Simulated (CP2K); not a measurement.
Consider borylethylene at its PBE geometry (Å).

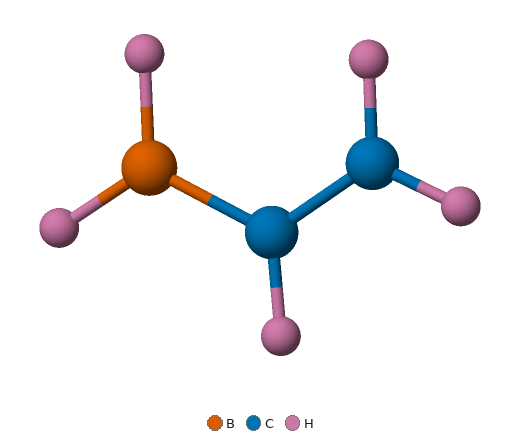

The molecule (boron orange, carbon blue, hydrogen pink).

```xyz
8

B     1.2896    0.0263    0.0962
C    -0.1439   -0.5260    0.0754
C    -1.2017    0.2872   -0.1411
H     2.2376   -0.6823    0.2869
H     1.4582    1.2011   -0.0836
H    -0.3507   -1.5899    0.2335
H    -1.0555    1.3576   -0.3052
H    -2.2335   -0.0740   -0.1622
```

Method: CP2K XAS_TDP, all-electron GAPW, PBEh(45%), aug-cc-pVDZ, TDA, GW2X-corrected core level, no relativity.

Question: Predict the bright core excitations at the B K edge.

Leading lines: B1 190.86 eV. The leading line of an atom is its first one with 35 % of the strongest within 2.5 eV of its lowest line over the strength cut. Core ionisation energies at this level: B1 197.94 eV.

The first six lines of each atom with a strength over 0.0015:

```tsv
atom	energy (eV)	states	strength, one atom	above the computed threshold
B1 (bonded to C and 2 H)	190.86	1	0.0660	
	196.03	1	0.0048	
	196.44	1	0.0040	
	196.80	1	0.0095	
	197.06	1	0.0018	
	197.41	1	0.0080
```

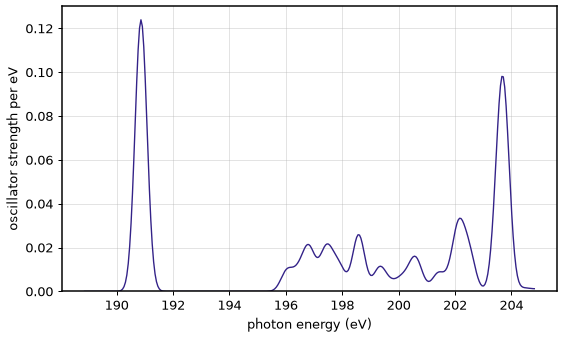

All atoms added, broadened by 0.5 eV.

Lines are vertical, at one geometry, with no vibrational structure. GW2X ionisation energies and lines can be off by 1 to 2 eV either way, and a good line position may hide errors that cancel. These values hold no scalar relativity. Rydberg lines, and the discretised continuum above threshold, depend on the basis and the box.

[Banner, clock and machine lines of the logs are left out without a mark of their own.]

[Logs are printed without paths, hosts, clocks, repeated set-up lines and the standing remarks that a program may print on its own settings, such as how far it seeks lower states.]

[Hosts, paths, dates, database ids (printed as entryN), source tags and the programs' standing remarks are cut or masked in the printed files.]
